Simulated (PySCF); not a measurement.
# One shape, several levels: NO2 (nitrogen dioxide)

Aim: a comparison of 6 runs (U-wB97M-V/cc-pVTZ, UB3LYP/cc-pVTZ, UBHLYP/cc-pVTZ, UBLYP/cc-pVTZ, UCAM-B3LYP/cc-pVTZ, UPBE0/cc-pVTZ) of NO2 (nitrogen dioxide). The job is set up through a Python script.

Program for the calculation: PySCF 2.14.0.

2 further runs of the same task are left out: 2 set aside as unsound or not needed.

## Step 1: The molecule

NO2: 3 atoms, total charge 0, spin state doublet. SMILES: `[O]N=O`. The shape is that of a PBE0-D4/def2-TZVP optimisation.

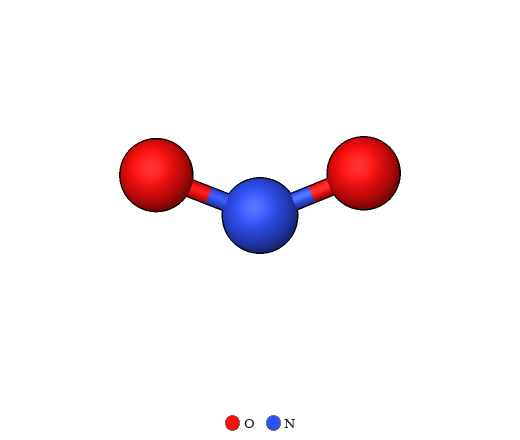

The structure, seen from a chosen angle (oxygen red, nitrogen blue).

## Step 2: A single-point energy at U-wB97M-V/cc-pVTZ (run 1)

The input, input.py:

```python
from pyscf import gto, dft

mol = gto.Mole()
mol.atom = [
    ('O', (0.209760, -1.082190, 0.000620)),
    ('N', (-0.265470, -0.009110, -0.145890)),
    ('O', (0.055690, 1.091300, 0.145270)),
]
mol.spin = 1
mol.charge = 0
mol.max_memory = 1860
mol.verbose = 3
mol.basis = 'cc-pvtz'
mol.build()

calc0 = dft.UKS(mol)
calc0.xc = 'wb97m-v'
calc0.nlcgrids.level = 1
calc0.conv_tol = 1e-10
calc0.grids.level = 5
calc0.kernel()
if not calc0.converged:
    calc0 = calc0.newton().run(calc0.mo_coeff, calc0.mo_occ)

etot = calc0.e_tot
print(f'total energy: {etot:.8f} hartree')
```

Run with:

```bash
OMP_NUM_THREADS=1 python input.py
```

The log of the run:

```text
WARN: HOMO -0.176486567764956 >= LUMO -0.17648656776495

converged SCF energy = -205.100248061344  <S^2> = 0.75328719  2S+1 = 2.0032845
total energy: -205.10024806 hartree
```

It took 47 s on 1 thread of Arm Neoverse V2, shared host; peak memory 0.49 GiB.

## Step 3: The energy at UB3LYP/cc-pVTZ (run 2)

The input, job.py:

```python
from pyscf import gto, dft

molecule = gto.M(
    atom='''
O      0.209760    -1.082190     0.000620
N     -0.265470    -0.009110    -0.145890
O      0.055690     1.091300     0.145270
''',
    basis='cc-pvtz',
    verbose=4,
    max_memory=1860,
    spin=1,
)

myscf = dft.UKS(molecule, xc='b3lyp')
myscf.conv_tol = 1e-10
myscf.grids.level = 5
myscf.kernel()
if not myscf.converged:
    myscf = myscf.newton().run(myscf.mo_coeff, myscf.mo_occ)

e_final = myscf.e_tot
print(f'total energy: {e_final:.8f} hartree')
```

Run with:

```bash
OMP_NUM_THREADS=1 python job.py
```

The log of the run:

```text
PySCF version 2.14.0

[INPUT] num. atoms = 3
[INPUT] num. electrons = 23
[INPUT] charge = 0
[INPUT] spin (= nelec alpha-beta = 2S) = 1
[INPUT] symmetry False subgroup None
[INPUT] Mole.unit = angstrom
[INPUT] Symbol           X                Y                Z      unit          X                Y                Z       unit  Magmom
[INPUT]  1 O      0.209760000000  -1.082190000000   0.000620000000 AA    0.396388951889  -2.045042714743   0.001171630197 Bohr   0.0
[INPUT]  2 N     -0.265470000000  -0.009110000000  -0.145890000000 AA   -0.501665594288  -0.017215404995  -0.275692144313 Bohr   0.0
[INPUT]  3 O      0.055690000000   1.091300000000   0.145270000000 AA    0.105238847877   2.062258119738   0.274520514116 Bohr   0.0

nuclear repulsion = 65.6205622004729
number of shells = 27
number of NR pGTOs = 126
number of NR cGTOs = 90
basis = cc-pvtz
ecp = {}

[... 79 lines left out ...]
converged SCF energy = -205.155686173285  <S^2> = 0.7534412  2S+1 = 2.0034382
total energy: -205.15568617 hartree
```

Run time: 14 s. Hardware: 1 thread of Arm Neoverse V2, shared host; peak memory 0.44 GiB.

## Step 4: A single-point energy at UBHLYP/cc-pVTZ (run 3)

The input, calc.py:

```python
from pyscf import gto, dft

molecule = gto.M(
    atom=[
    ('O', (0.209760, -1.082190, 0.000620)),
    ('N', (-0.265470, -0.009110, -0.145890)),
    ('O', (0.055690, 1.091300, 0.145270)),
],
    charge=0,
    spin=1,
    verbose=4,
    max_memory=1860,
    basis='cc-pvtz',
)

ks = dft.UKS(molecule, xc='bhandhlyp')
ks.grids.level = 5
ks.conv_tol = 1e-10
ks.kernel()
if not ks.converged:
    ks = ks.newton().run(ks.mo_coeff, ks.mo_occ)

e_tot = ks.e_tot
print('Final energy', e_tot)
```

Run with:

```bash
OMP_NUM_THREADS=1 python calc.py
```

The log of the run:

```text
PySCF version 2.14.0

[INPUT] num. atoms = 3
[INPUT] num. electrons = 23
[INPUT] charge = 0
[INPUT] spin (= nelec alpha-beta = 2S) = 1
[INPUT] symmetry False subgroup None
[INPUT] Mole.unit = angstrom
[INPUT] Symbol           X                Y                Z      unit          X                Y                Z       unit  Magmom
[INPUT]  1 O      0.209760000000  -1.082190000000   0.000620000000 AA    0.396388951889  -2.045042714743   0.001171630197 Bohr   0.0
[INPUT]  2 N     -0.265470000000  -0.009110000000  -0.145890000000 AA   -0.501665594288  -0.017215404995  -0.275692144313 Bohr   0.0
[INPUT]  3 O      0.055690000000   1.091300000000   0.145270000000 AA    0.105238847877   2.062258119738   0.274520514116 Bohr   0.0

nuclear repulsion = 65.6205622004729
number of shells = 27
number of NR pGTOs = 126
number of NR cGTOs = 90
basis = cc-pvtz
ecp = {}

[... 34 lines left out ...]
WARN: HOMO -0.194383343567486 >= LUMO -0.194383343567479
[... 54 lines left out ...]
converged SCF energy = -205.03637667383  <S^2> = 0.75783798  2S+1 = 2.0078227
Final energy -205.03637667382998
```

Wall time 16 s (1 thread of Arm Neoverse V2, shared host); peak memory 0.44 GiB.

Runs 4 to 5 aren't shown in full; the table further down has their settings and results.

## Step 5: The energy at UPBE0/cc-pVTZ (run 6)

The input, calc.py:

```python
# nitrogen dioxide
from pyscf import gto, dft

mol = gto.Mole()
mol.atom = '''
O      0.396389    -2.045043     0.001172
N     -0.501666    -0.017215    -0.275692
O      0.105239     2.062258     0.274521
'''
mol.basis = 'cc-pvtz'
mol.verbose = 3
mol.spin = 1
mol.max_memory = 1860
mol.unit = 'bohr'
mol.build()

ks = dft.UKS(mol)
ks.xc = 'pbe0'
ks.grids.level = 5
ks.conv_tol = 1e-10
ks.kernel()
if not ks.converged:
    ks = ks.newton().run(ks.mo_coeff, ks.mo_occ)

e_final = ks.e_tot
print('E(%s) = %.9f' % ('PBE0', e_final))
```

Run with:

```bash
OMP_NUM_THREADS=1 python calc.py
```

The log of the run:

```text
WARN: HOMO -0.200285398246679 >= LUMO -0.200285398246681

converged SCF energy = -204.942479755369  <S^2> = 0.75403139  2S+1 = 2.0040273
E(PBE0) = -204.942479755
```

It took 14 s on 1 thread of Arm Neoverse V2, shared host; peak memory 0.44 GiB.

## Step 6: All runs side by side

```
run               level  nlc grid  energy (Eh)  dipole moment (D)  HOMO energy (eV)  LUMO energy (eV)  wall time
  1   U-wB97M-V/cc-pVTZ         1  -205.100248               0.35            -10.39             -1.26       47 s
  2      UB3LYP/cc-pVTZ         –  -205.155686               0.33             -7.83             -3.89       14 s
  3      UBHLYP/cc-pVTZ         –  -205.036377               0.45            -10.14             -2.32       16 s
  4       UBLYP/cc-pVTZ         –  -205.151638               0.25             -6.05             -4.60       13 s
  5  UCAM-B3LYP/cc-pVTZ         –  -205.086185               0.37             -9.70             -2.37       19 s
  6       UPBE0/cc-pVTZ         –  -204.942480               0.34             -8.12             -3.47       14 s
```

## Step 7: Summary of results

| quantity | value |
| --- | --- |
| run 6: total energy | -204.94248 Eh |
| run 6: dipole moment | 0.34 D |
| run 6: HOMO energy (highest over α and β) | -8.12 eV |
| run 6: LUMO energy (lowest over α and β) | -3.47 eV |
| run 6: ⟨S²⟩ | 0.754 |

**Reading.** The dipole moment (its size) runs from 0.25 D (UBLYP/cc-pVTZ) to 0.45 D (UBHLYP/cc-pVTZ). Totals of different functionals can't be ranked against each other. All runs together took 2.1 min, the longest 47 s.
